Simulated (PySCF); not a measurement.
Vertical excitations of a molecule C3H9O2Si, multiplicity 2 from TDA-CAM-B3LYP/def2-SVPD run with PySCF, as energy in eV (oscillator strength): 0.52 (0.000), 1.93 (0.001), 3.29 (0.017), 4.04 (0.019), 4.43 (0.018), 5.92 (0.028). Geometry optimised at r2SCAN-D4/def2-SVP. Other conformers were not sampled.

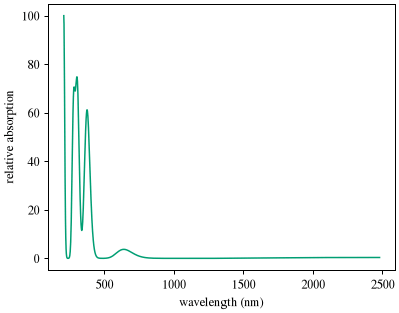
Figure: The lines broadened by 0.4 eV.

Problem. Which molecule gave these data?
A. CCO[SiH](C)[O]
B. CO[Si](C)OC
C. CO[Si](C)(C)[O]

Solution. C, CO[Si](C)(C)[O]
